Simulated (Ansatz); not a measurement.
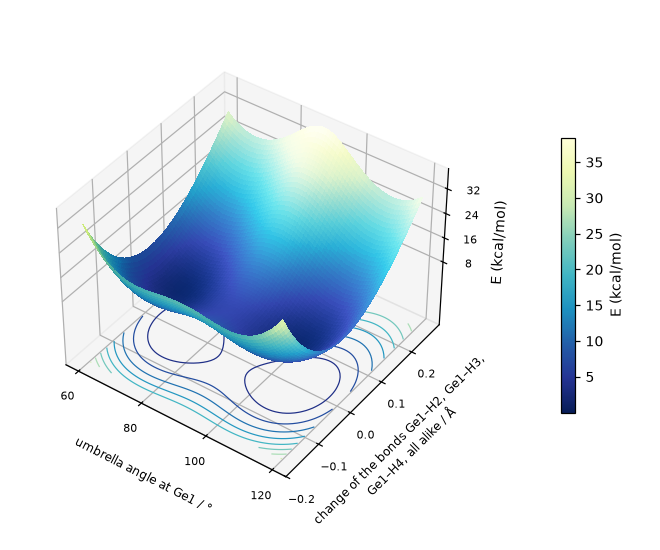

Energy landscape of GeH3, SMILES [GeH3], spin multiplicity 2. Coordinates scanned: (1) umbrella angle at Ge1 (between each of its bonds and their common axis; 90 is planar); (2) change of the bonds Ge1–H2, Ge1–H3, Ge1–H4, all alike. Nothing is relaxed (all other coordinates rigid). Grid: 15 × 15 points; 120 points were computed and 105 follow by symmetry. Points are written as (first, second). Energies are in kcal/mol, from the relaxed molecule at the same level. Method: UKS PBE0-D4/def2-TZVP in Ansatz.

Drawn: a relief with its contours projected below, any walls above the top of the colour scale cut off. Between grid points the surface is interpolated. 

Where are the wells?

Answer. The lowest grid point is at (73.0°, −0.015 Å), 0.14 kcal/mol from the relaxed molecule at the same level; the map holds 2 wells of about this depth. It is the only kind of minimum in the scanned range. The highest grid point, (90.0°, 0.262 Å), lies 38.3 kcal/mol above the lowest. On the interpolated surface the easiest way out of the lowest well to a well of about the same depth near (107.0°, −0.015 Å) passes a barrier of about 4.8 kcal/mol. Round the minimum the valley is somewhat tilted: raising the first coordinate shifts the best value of the second coordinate downwards (coupling k₁₂/√(k₁₁k₂₂) about 0.2).

Time for the 120 points that were run: 3.4 min on 1 thread of Arm Neoverse V1, with other jobs on the host.
